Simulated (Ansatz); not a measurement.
# CH$_{7}$BSSi: nudged elastic band

System: CH$_{7}$BSSi, SMILES C[SiH2]BS.
Method: RKS BHLYP-D4/6-31G* (Ansatz 0.2.0).

It belongs to a series of runs on one base structure; here: band between the two ends. Figures and captions count atoms from 1; the log counts them from 0 in places.

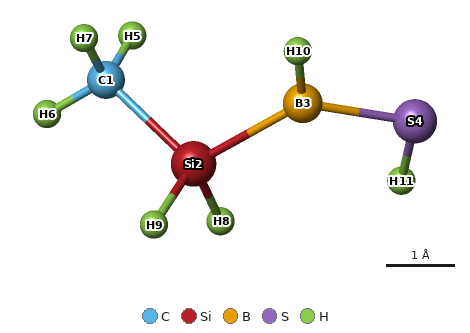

**Figure 1.** The input geometry (ball-and-stick view, seen at a tilt; atoms are numbered from 1 in the order of the input). Bond lengths as drawn: B–H 1.19 Å, B–S 1.77 Å, B–Si 2.01 Å, C–H 1.09 Å, C–Si 1.88 Å, H–S 1.34 Å and H–Si 1.48 Å.

## Summary

| quantity | value |
| --- | --- |
| outcome | converged |
| barrier, forward | 0.025 eV |
| barrier, backward | 0.025 eV |
| hardware | 1 thread of Arm Neoverse N1, 16 GiB of memory available, shared host |
| wall time | 4.1 min |
| peak memory | 0.17 GiB |

## Notes

The order of the saddle point was not checked.

## Input file
```yaml
crystal:
  periodic: [false, false, false]
  atoms:
    - { symbol: C, position_ang: [-0.861055, 1.555076, -0.010298] }
    - { symbol: Si, position_ang: [-0.314111, -0.136408, 0.615765] }
    - { symbol: B, position_ang: [1.380836, -0.759783, -0.273869] }
    - { symbol: S, position_ang: [1.558817, -2.309072, -1.120478] }
    - { symbol: H, position_ang: [-1.067453, 1.532408, -1.077814] }
    - { symbol: H, position_ang: [-1.765393, 1.881756, 0.49733] }
    - { symbol: H, position_ang: [-0.090005, 2.301554, 0.165038] }
    - { symbol: H, position_ang: [-1.398282, -1.125815, 0.393007] }
    - { symbol: H, position_ang: [-0.084264, -0.067255, 2.079696] }
    - { symbol: H, position_ang: [2.374902, -0.110048, -0.279586] }
    - { symbol: H, position_ang: [0.331408, -2.819513, -0.968391] }
basis:
  gaussian: { orbitals: "6-31G*" }
hamiltonian:
  xc: { name: BHLYP }
  dispersion: d4
neb:
  order_check: false
  images: 5
  f_tol: 0.05
  max_iterations: 60
  initial_path: idpp
  final_atoms:
    - { symbol: C, position_ang: [-0.67099894, 1.62783261, 0.2570396] }
    - { symbol: Si, position_ang: [-0.62779525, -0.25381761, 0.17499686] }
    - { symbol: B, position_ang: [0.92725725, -0.92932873, -0.90990334] }
    - { symbol: S, position_ang: [2.1263253, -2.09891291, -0.32373101] }
    - { symbol: H, position_ang: [-0.74137201, 2.05802668, -0.73920606] }
    - { symbol: H, position_ang: [-1.52835572, 1.97102237, 0.83103537] }
    - { symbol: H, position_ang: [0.22551689, 2.02324798, 0.72870313] }
    - { symbol: H, position_ang: [-1.88443006, -0.74746743, -0.43957478] }
    - { symbol: H, position_ang: [-0.56787735, -0.81310771, 1.54874951] }
    - { symbol: H, position_ang: [1.13152693, -0.57412454, -2.02427512] }
    - { symbol: H, position_ang: [1.67560297, -2.32047073, 0.91656585] }
```

Launch command:
```bash
ansatz run input.yaml --threads 1 --pin off --max-ram 2048MiB --backend cpu --events-out ev --progress --plain --runs-dir out
```

## What the program printed
```
Engine: ansatz 0.2.0, aarch64-unknown-linux-gnu
Functional definition: BHLYP
  parameter a = 0.5
  exchange = (1 - a)*b88_x + a*exact_x
  correlation = lyp_c
919 factors; integrals over basis functions are off by at most 6.5e-4 eV
mean field evaluation 1: about -20536.2354 eV, gradient 3.2e1 eV
mean field evaluation 2: about -20537.1328 eV, gradient 2.5e1 eV
mean field evaluation 4: about -20538.7287 eV, gradient 6.0e-1 eV
mean field evaluation 8: about -20538.7691 eV, gradient 3.5e-2 eV
mean field evaluation 16: about -20538.7691 eV, gradient 2.4e-5 eV
mean field -20538.76906680 eV, -754.7858415271 hartree, gradient 2.4e-5 eV, S^2 0.000000; 0 other end points of the search recorded, 0 dependent functions left out
the calculation of the forces begins
reference -20538.76923729 eV, -754.7858477926 hartree; 24, 24 occupied and 58, 58 virtual orbitals, 919 factors
919 factors; integrals over basis functions are off by at most 6.3e-4 eV
mean field evaluation 32: about -20538.7691 eV, gradient 2.4e-5 eV
mean field -20538.76906137 eV, -754.7858413278 hartree, gradient 2.4e-5 eV, S^2 0.000000; 0 other end points of the search recorded, 0 dependent functions left out
[... from here on the field's lines of each further geometry are left out, up to the last ...]
NEB iter   1: max|band force component| = 5.548e-1 eV/Å  barrier→ = 0.1104 eV  barrier← = 0.1104 eV  Δτ_max = 0.1375 Å  (180 SCF iters)
NEB iter   2: max|band force component| = 2.622e-1 eV/Å  barrier→ = 0.0384 eV  barrier← = 0.0384 eV  CI = image 3  Δτ_max = 0.1143 Å  (149 SCF iters)
NEB iter   3: max|band force component| = 1.676e-1 eV/Å  barrier→ = 0.0342 eV  barrier← = 0.0342 eV  CI = image 2  Δτ_max = 0.1201 Å  (147 SCF iters)
NEB iter   4: max|band force component| = 3.121e-1 eV/Å  barrier→ = 0.0262 eV  barrier← = 0.0262 eV  CI = image 3  Δτ_max = 0.0696 Å  (149 SCF iters)
NEB iter   5: max|band force component| = 5.258e-2 eV/Å  barrier→ = 0.0257 eV  barrier← = 0.0257 eV  CI = image 3  Δτ_max = 0.0080 Å  (135 SCF iters)
the calculation of the forces begins
reference -20538.76468623 eV, -754.7856805441 hartree; 24, 24 occupied and 58, 58 virtual orbitals, 919 factors
919 factors; integrals over basis functions are off by at most 6.5e-4 eV
mean field evaluation 352: about -20537.1111 eV, gradient 2.5e1 eV
mean field -20538.74493205 eV, -754.7849545916 hartree, gradient 2.4e-5 eV, S^2 0.000000; 1 other end points of the search recorded, 0 dependent functions left out
the calculation of the forces begins
reference -20538.74510347 eV, -754.7849608911 hartree; 24, 24 occupied and 58, 58 virtual orbitals, 919 factors
NEB iter   6: max|band force component| = 4.297e-2 eV/Å  barrier→ = 0.0255 eV  barrier← = 0.0255 eV  CI = image 3  Δτ_max = 0.0000 Å  (253 SCF iters)
```

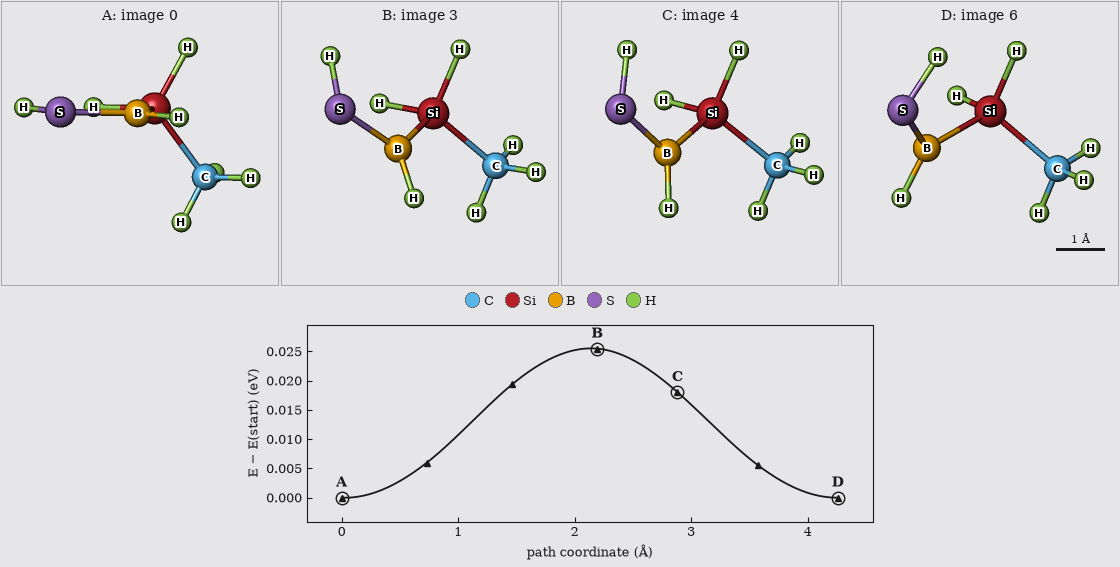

**Figure 2.** Images of the last band (counted from 0; ball-and-stick, seen at a tilt) above the energy along the path; the line is a cubic interpolation that uses the forces. The highest image is number 3, 0.025 eV above the start and 0.025 eV above the end (the climbing image); start and end have the same energy. The path is 4.26 Å long. The band converged in 6 iterations.

```
Total energy: -20539.03222481 eV, -754.7955124059 hartree
Atom 0 at    -0.812431     1.673196     0.071081 Å, force     0.000664    -0.005178     0.008778 eV/Å
Atom 1 at    -0.458497    -0.157119     0.321481 Å, force    -0.000338     0.012102     0.000986 eV/Å
Atom 2 at     1.238222    -0.778872    -0.574104 Å, force    -0.012826     0.035161    -0.005586 eV/Å
Atom 3 at     1.851168    -2.441647    -0.484651 Å, force     0.014844    -0.035508     0.000754 eV/Å
Atom 4 at    -0.907946     1.911709    -0.985579 Å, force    -0.001325    -0.002180    -0.002235 eV/Å
Atom 5 at    -1.734875     1.968081     0.565212 Å, force    -0.000473     0.000126    -0.001515 eV/Å
Atom 6 at    -0.007507     2.281950     0.476452 Å, force    -0.000791     0.003416    -0.001602 eV/Å
Atom 7 at    -1.589833    -0.965867    -0.196767 Å, force     0.002092    -0.000697    -0.003434 eV/Å
Atom 8 at    -0.364988    -0.455829     1.772184 Å, force     0.001059    -0.004928    -0.000113 eV/Å
Atom 9 at     1.935412    -0.068895    -1.221448 Å, force    -0.001150    -0.006352     0.002429 eV/Å
Atom 10 at     0.916675    -3.023806     0.276540 Å, force    -0.001758     0.004040     0.001539 eV/Å
Dipole moment:    -0.133459     0.108026     0.057642 e Å
this run last wrote the band of iteration 6 to [file]
```

## The last band as extended XYZ (Å, eV, eV/Å)
```
11
Properties=species:S:1:pos:R:3:forces:R:3 image=0 energy=-20539.05752
C    -0.8611    1.5551   -0.0103    0.0026  -0.0124   0.0032
Si   -0.3141   -0.1364    0.6158   -0.0034   0.0113  -0.0017
B     1.3808   -0.7598   -0.2739    0.0089   0.0128   0.0055
S     1.5588   -2.3091   -1.1205    0.0017  -0.0026  -0.0017
H    -1.0675    1.5324   -1.0778    0.0010   0.0016   0.0050
H    -1.7654    1.8818    0.4973    0.0016   0.0012  -0.0031
H    -0.0900    2.3016    0.1650   -0.0021  -0.0020  -0.0011
H    -1.3983   -1.1258    0.3930    0.0038   0.0014  -0.0004
H    -0.0843   -0.0673    2.0797   -0.0002  -0.0007  -0.0026
H     2.3749   -0.1100   -0.2796   -0.0138  -0.0102  -0.0023
H     0.3314   -2.8195   -0.9684    0.0000  -0.0004  -0.0009
11
Properties=species:S:1:pos:R:3:forces:R:3 image=1 energy=-20539.05154
C    -0.8533    1.6143    0.0084    0.0042  -0.0106  -0.0017
Si   -0.3646   -0.1346    0.5065    0.0009   0.0110  -0.0171
B     1.3438   -0.7501   -0.3654    0.0049   0.0098   0.0113
S     1.6622   -2.4172   -0.8846   -0.0010  -0.0039  -0.0023
H    -1.0172    1.6883   -1.0642   -0.0013  -0.0009   0.0038
H    -1.7686    1.9225    0.5075   -0.0030  -0.0014   0.0005
H    -0.0721    2.3225    0.2750   -0.0019  -0.0030  -0.0041
H    -1.4640   -1.0794    0.1879    0.0031  -0.0050   0.0046
H    -0.1682   -0.1910    1.9762    0.0049   0.0043   0.0074
H     2.2614   -0.0229   -0.5627   -0.0038  -0.0068   0.0057
H     0.5059   -3.0094   -0.5641   -0.0070   0.0065  -0.0081
11
Properties=species:S:1:pos:R:3:forces:R:3 image=2 energy=-20539.03817
C    -0.8341    1.6544    0.0357   -0.0108  -0.0087  -0.0049
Si   -0.4130   -0.1410    0.4104    0.0071   0.0128  -0.0186
B     1.2949   -0.7580   -0.4673   -0.0032   0.0434   0.0089
S     1.7565   -2.4589   -0.6712    0.0127  -0.0319  -0.0057
H    -0.9658    1.8106   -1.0327    0.0018   0.0012   0.0075
H    -1.7532    1.9565    0.5320    0.0035  -0.0051  -0.0010
H    -0.0396    2.3165    0.3722    0.0002  -0.0047  -0.0039
H    -1.5301   -1.0226   -0.0100    0.0032  -0.0076   0.0055
H    -0.2654   -0.3227    1.8757    0.0072   0.0039   0.0074
H     2.1147   -0.0094   -0.8889   -0.0057  -0.0081   0.0107
H     0.7006   -3.0825   -0.1355   -0.0160   0.0047  -0.0059
11
Properties=species:S:1:pos:R:3:forces:R:3 image=3 energy=-20539.03205
C    -0.8124    1.6732    0.0711    0.0007  -0.0052   0.0088
Si   -0.4585   -0.1571    0.3215   -0.0003   0.0121   0.0010
B     1.2382   -0.7789   -0.5741   -0.0128   0.0352  -0.0056
S     1.8512   -2.4416   -0.4847    0.0148  -0.0355   0.0008
H    -0.9079    1.9117   -0.9856   -0.0013  -0.0022  -0.0022
H    -1.7349    1.9681    0.5652   -0.0005   0.0001  -0.0015
H    -0.0075    2.2820    0.4765   -0.0008   0.0034  -0.0016
H    -1.5898   -0.9659   -0.1968    0.0021  -0.0007  -0.0034
H    -0.3650   -0.4558    1.7722    0.0011  -0.0049  -0.0001
H     1.9354   -0.0689   -1.2214   -0.0011  -0.0064   0.0024
H     0.9167   -3.0238    0.2765   -0.0018   0.0040   0.0015
11
Properties=species:S:1:pos:R:3:forces:R:3 image=4 energy=-20539.03949
C    -0.7890    1.6717    0.1073    0.0029  -0.0039   0.0127
Si   -0.5111   -0.1840    0.2497    0.0117   0.0133  -0.0027
B     1.1745   -0.8114   -0.6619   -0.0177   0.0287  -0.0115
S     1.9627   -2.3679   -0.3363    0.0103  -0.0134   0.0041
H    -0.8531    1.9739   -0.9355    0.0033  -0.0022   0.0022
H    -1.7111    1.9715    0.5993    0.0025  -0.0040  -0.0007
H     0.0276    2.2264    0.5638   -0.0034   0.0000  -0.0023
H    -1.6545   -0.9059   -0.3618   -0.0035  -0.0005  -0.0096
H    -0.4788   -0.5850    1.6782   -0.0023  -0.0083  -0.0026
H     1.7346   -0.1786   -1.4959   -0.0053  -0.0143  -0.0004
H     1.1636   -2.8679    0.6136    0.0014   0.0046   0.0108
11
Properties=species:S:1:pos:R:3:forces:R:3 image=5 energy=-20539.05194
C    -0.7676    1.6493    0.1436    0.0077  -0.0067   0.0063
Si   -0.5705   -0.2228    0.1760    0.0074   0.0110  -0.0002
B     1.1112   -0.8511   -0.7372   -0.0071   0.0061  -0.0065
S     2.0871   -2.2330   -0.2002    0.0028   0.0008   0.0026
H    -0.7890    2.0169   -0.8797    0.0019  -0.0017   0.0022
H    -1.6918    1.9544    0.6282   -0.0010  -0.0015   0.0012
H     0.0556    2.1413    0.6564   -0.0028   0.0004   0.0002
H    -1.7229   -0.8510   -0.5163   -0.0043   0.0000  -0.0075
H    -0.5973   -0.7124    1.5768   -0.0026  -0.0053  -0.0024
H     1.5392   -0.3362   -1.7176   -0.0039  -0.0107  -0.0004
H     1.4114   -2.6125    0.8906    0.0020   0.0076   0.0045
11
Properties=species:S:1:pos:R:3:forces:R:3 image=6 energy=-20539.05752
C    -0.8229    1.5763    0.0479   -0.0033   0.0033   0.0000
Si   -0.6192   -0.2944    0.1398   -0.0037  -0.0012  -0.0007
B     1.0827   -0.9151   -0.7376    0.0044   0.0050  -0.0056
S     2.3110   -1.9208    0.0555    0.0023  -0.0026   0.0003
H    -0.8320    1.9152   -0.9854    0.0014  -0.0015   0.0023
H    -1.7565    1.8875    0.5103    0.0031  -0.0001  -0.0006
H    -0.0110    2.0876    0.5596   -0.0013  -0.0020  -0.0014
H    -1.7666   -0.9471   -0.5368    0.0001   0.0004   0.0008
H    -0.6462   -0.7313    1.5582   -0.0001   0.0006  -0.0008
H     1.3635   -0.6358   -1.8570   -0.0025  -0.0040   0.0095
H     1.7627   -2.0791    1.2658   -0.0005   0.0020  -0.0039
```
